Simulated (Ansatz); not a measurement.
# One shape, several levels: doublet AlNH3OF+

Aim: a comparison of 6 runs (UB2PLYP/cc-pVDZ, UBHLYP/cc-pVDZ, UHSE06/cc-pVDZ, UPBE0/cc-pVDZ, USVWN5/cc-pVDZ, RPA@PBE0/cc-pVDZ) of doublet AlNH3OF+. 

The results are computed with Ansatz 0.2.0.

124 further runs of the same task are left out: 124 set aside as unsound or not needed.

### Step 1. The molecule

AlNH3OF+ has 7 atoms, charge +1, and is taken as a doublet. As SMILES of the parent species, `[NH2][Al]([OH])[F]`. The shape is that of a PBE0-D4/def2-TZVP optimisation. This is one conformer, not always the lowest. That shape belongs to the parent species and isn't relaxed for this state.

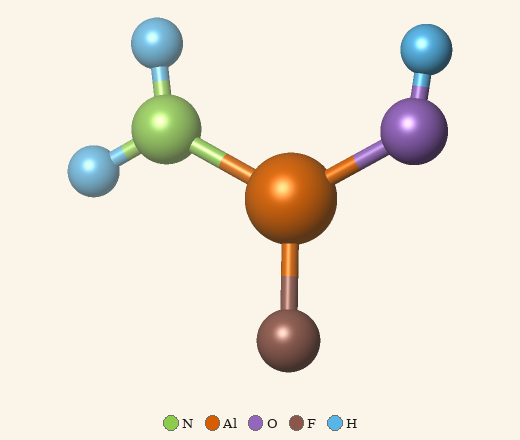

Viewed from a chosen angle; nitrogen green, aluminium orange, oxygen purple, fluorine brown, hydrogen blue.

### Step 2. The energy at UB2PLYP/cc-pVDZ (run 1)

The input, job.yaml:

```yaml
crystal:
  periodic: [false, false, false]
  atoms:
    - {symbol: N, position_ang: [-0.569800, 0.926800, -0.530800]}
    - {symbol: Al, position_ang: [-0.133300, -0.630000, 0.151800]}
    - {symbol: O, position_ang: [1.368400, -1.004200, 0.819000]}
    - {symbol: F, position_ang: [-1.265600, -1.822100, 0.146500]}
    - {symbol: H, position_ang: [-1.473200, 1.130200, -0.925100]}
    - {symbol: H, position_ang: [0.029600, 1.732300, -0.586700]}
    - {symbol: H, position_ang: [2.105200, -0.401000, 0.879500]}
basis:
  gaussian:
    orbitals: cc-pVDZ
total_charge: 1
magnetization:
  spin_polarized: true
  initial_magnetization: 1
hamiltonian:
  xc: {name: B2PLYP}
correlation:
  frozen_orbitals: {Al: 5, F: 1, H: 0, "N": 1, O: 1}
accuracy: high
output:
  orbitals: {seedname: orbitals}
```

Command:

```
$ ansatz run job.yaml --threads 1 --pin off --max-ram 2610MiB --events-out events.jsonl --progress --plain --runs-dir runs
```

The program printed:

```text
Warning: RAYON_NUM_THREADS=1 ignored (pool sized by the plan → 1); use --threads N
Functional definition: B2PLYP
  name "B2PLYP"
  parameter a = 0.53
  parameter c = 0.27
  exchange = (1 - a)*b88_x + a*exact_x
  correlation = (1 - c)*lyp_c + c*(mp2_os + mp2_ss)
1646 factors; integrals over basis functions are off by at most 3.8e-9 eV
mean field evaluation 1: about -12867.8361 eV, gradient 6.1e1 eV
mean field evaluation 2: about -12867.8824 eV, gradient 6.1e1 eV
mean field evaluation 4: about -12878.9706 eV, gradient 1.9e1 eV
mean field evaluation 8: about -12880.5494 eV, gradient 4.2e-1 eV
mean field evaluation 16: about -12880.5770 eV, gradient 2.4e-3 eV
mean field evaluation 32: about -12880.5770 eV, gradient 9.3e-9 eV
mean field -12880.57696752 eV, -473.3524727877 hartree, gradient 9.3e-9 eV, S^2 0.754914; 1 other end points of the search recorded, 0 dependent functions left out
8 core orbitals not correlated: weight in the atoms' cores, before any rotation towards them, 1.000 or more for the frozen orbitals, at most 0.000 for the correlated occupied ones
reference -12880.57699188 eV, -473.3524736831 hartree; 12, 11 occupied and 55, 56 virtual orbitals, 1646 factors
second order -18.78805870 eV of doubles, -0.00000000 eV of singles
Total energy: -12885.64976773 eV, -473.5388947571 hartree
```

It took 14 s on 1 thread of Arm Neoverse V1, shared host; peak memory 0.4 GiB.

### Step 3. A single-point energy at UBHLYP/cc-pVDZ (run 2)

The input, run.yaml:

```yaml
crystal:
  periodic: [false, false, false]
  atoms:
    - {symbol: N, position_ang: [-0.569800, 0.926800, -0.530800]}
    - {symbol: Al, position_ang: [-0.133300, -0.630000, 0.151800]}
    - {symbol: O, position_ang: [1.368400, -1.004200, 0.819000]}
    - {symbol: F, position_ang: [-1.265600, -1.822100, 0.146500]}
    - {symbol: H, position_ang: [-1.473200, 1.130200, -0.925100]}
    - {symbol: H, position_ang: [0.029600, 1.732300, -0.586700]}
    - {symbol: H, position_ang: [2.105200, -0.401000, 0.879500]}
basis:
  gaussian:
    orbitals: cc-pVDZ
total_charge: 1
magnetization:
  spin_polarized: true
  initial_magnetization: 1
hamiltonian:
  xc: {name: BHLYP}
accuracy: high
output: {orbitals: {seedname: orbitals}}
```

Command:

```
$ ansatz run run.yaml --threads 1 --pin off --max-ram 2610MiB --events-out events.jsonl --progress --plain --runs-dir runs
```

The program printed:

```text
Warning: RAYON_NUM_THREADS=1 ignored (pool sized by the plan → 1); use --threads N
Functional definition: BHLYP
  name "BHLYP"
  parameter a = 0.5
  exchange = (1 - a)*b88_x + a*exact_x
  correlation = lyp_c
1646 factors; integrals over basis functions are off by at most 3.8e-9 eV
mean field evaluation 1: about -12878.0104 eV, gradient 6.2e1 eV
mean field evaluation 2: about -12853.9730 eV, gradient 9.6e1 eV
mean field evaluation 4: about -12891.1718 eV, gradient 4.0e0 eV
mean field evaluation 8: about -12891.2944 eV, gradient 5.1e-1 eV
mean field evaluation 16: about -12891.2972 eV, gradient 6.2e-4 eV
mean field -12891.29721320 eV, -473.7464345500 hartree, gradient 6.2e-8 eV, S^2 0.754594; 0 other end points of the search recorded, 0 dependent functions left out
reference -12891.29723922 eV, -473.7464355062 hartree; 20, 19 occupied and 55, 56 virtual orbitals, 1646 factors
Total energy: -12891.29723922 eV, -473.7464355062 hartree
```

It took 9.9 s on 1 thread of Arm Neoverse V1, shared host; peak memory 0.32 GiB.

Runs 3 to 5 aren't shown in full; the table further down has their settings and results.

### Step 4. The energy at RPA@PBE0/cc-pVDZ (run 6)

The input, molecule.yaml:

```yaml
crystal:
  periodic: [false, false, false]
  atoms:
    - {symbol: "N", position_ang: [-0.569800, 0.926800, -0.530800]}
    - {symbol: Al, position_ang: [-0.133300, -0.630000, 0.151800]}
    - {symbol: O, position_ang: [1.368400, -1.004200, 0.819000]}
    - {symbol: F, position_ang: [-1.265600, -1.822100, 0.146500]}
    - {symbol: H, position_ang: [-1.473200, 1.130200, -0.925100]}
    - {symbol: H, position_ang: [0.029600, 1.732300, -0.586700]}
    - {symbol: H, position_ang: [2.105200, -0.401000, 0.879500]}
basis:
  gaussian:
    orbitals: cc-pVDZ
total_charge: 1
magnetization:
  spin_polarized: true
  initial_magnetization: 1
hamiltonian:
  xc: pbe0
correlation:
  method: rpa
  frozen_orbitals: {Al: 5, F: 1, H: 0, "N": 1, O: 1}
accuracy: high
```

Command:

```
$ ansatz run molecule.yaml --threads 1 --pin off --max-ram 2610MiB --events-out events.jsonl --progress --plain --runs-dir runs
```

The program printed, cut to the lines that bear on the results:

```text
Warning: RAYON_NUM_THREADS=1 ignored (pool sized by the plan → 1); use --threads N
Functional definition: PBE0
  name "PBE0"
[...]
1646 factors; integrals over basis functions are off by at most 3.8e-9 eV
[...]
mean field -12884.27589006 eV, -473.4884056837 hartree, gradient 8.1e-8 eV, S^2 0.758027; 4 other end points of the search recorded, 0 dependent functions left out
8 core orbitals not correlated: weight in the atoms' cores, before any rotation towards them, 1.000 or more for the frozen orbitals, at most 0.000 for the correlated occupied ones
reference -12849.87194969 eV, -472.2240841951 hartree; 12, 11 occupied and 55, 56 virtual orbitals, 1646 factors
Total energy: -12872.04222924 eV, -473.0388269410 hartree
```

Run time: 18 s. Hardware: 1 thread of Arm Neoverse V1, shared host; peak memory 0.41 GiB.

### Step 5. The series

```csv
run,level,frozen core orbitals,energy (Eh),HOMO energy (eV),LUMO energy (eV),⟨S²⟩,wall time
1,UB2PLYP/cc-pVDZ,8,-473.538895,-15.99,-10.85,0.755,14 s
2,UBHLYP/cc-pVDZ,–,-473.746436,-16.02,-11.39,0.755,9.9 s
3,UHSE06/cc-pVDZ,–,-473.472877,-14.36,-13.04,0.758,13 s
4,UPBE0/cc-pVDZ,–,-473.488406,-14.74,-12.66,0.758,11 s
5,USVWN5/cc-pVDZ,–,-471.156342,-14.23,-13.91,0.753,8.4 s
6,RPA@PBE0/cc-pVDZ,8,-473.038827,–,–,0.758,18 s
```

### Step 6. Summary of results

```
                                quantity          value
                     run 6: total energy  -473.03883 Eh
 run 6: RPA correlation energy (valence)     -814.7 mEh
run 6: ⟨S²⟩ of the reference determinant          0.758
```

In words: Totals of different functionals can't be ranked against each other. All runs together took 74 s, the longest 18 s.
